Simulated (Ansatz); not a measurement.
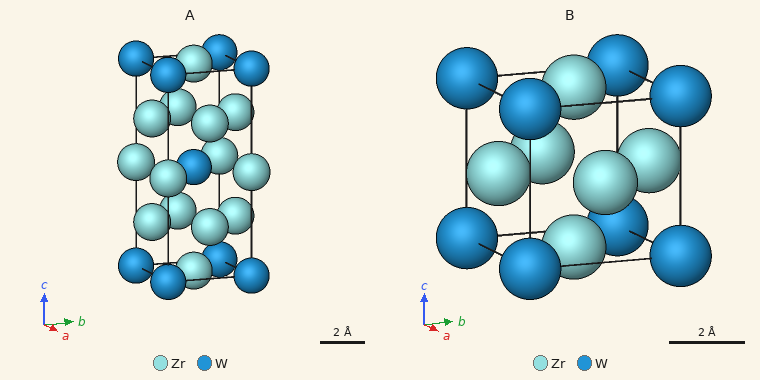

Two structures of Zr3W, each relaxed to rest (conventional cells in solid outline, small ones repeated, not to one scale). Method: DFT PBE, scalar-relativistic, plane waves, PAW in Ansatz 0.2.0, without spin polarisation.

> What are A and B?

A: 8 atoms a cell on a body-centred tetragonal lattice, I4/mmm. B: Cu₃Au (L1₂) type, Pm-3m.

> Which has the lower energy, and by how much?

A is lower, by 27 meV/atom at this level of theory (energies at zero smearing). Volumes: A 20.8, B 21.0 Å³/atom.

One or both may be structure types tried for this composition rather than known phases.
